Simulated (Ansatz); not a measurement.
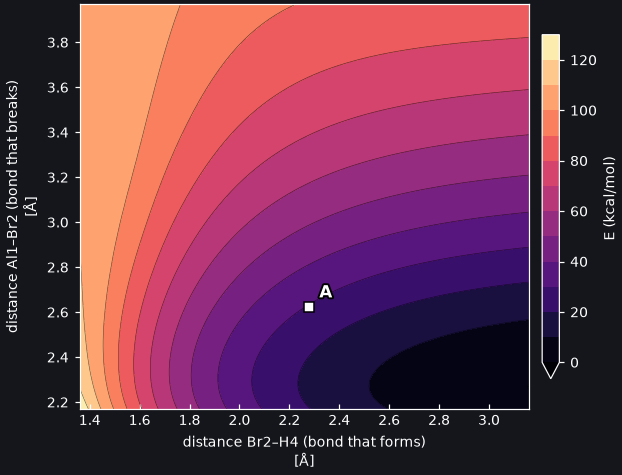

The reacting system AlBrH₃N. 
- The first coordinate is: distance Br2–H4 (bond that forms); the second: distance Al1–Br2 (bond that breaks).
- Relaxed at each point: all other coordinates.
- Grid: 13 × 13 points.
- Points are written as (first, second).
- Energies are in kcal/mol, from the lowest grid point.
- The reference is spin-restricted, so regions where a bond is pulled apart into radicals lie too high.
- Computed with RHF/def2-SVP in Ansatz.

The picture shows filled contours, the point A. Between grid points the surface is interpolated.

Is A at rest? If not, where is it pushed?

Answer. A, at (2.277 Å, 2.625 Å), is not a stationary point. The computed force is 37 kcal/mol for each Å towards larger values of the first coordinate and 53 kcal/mol for each Å towards smaller values of the second coordinate.
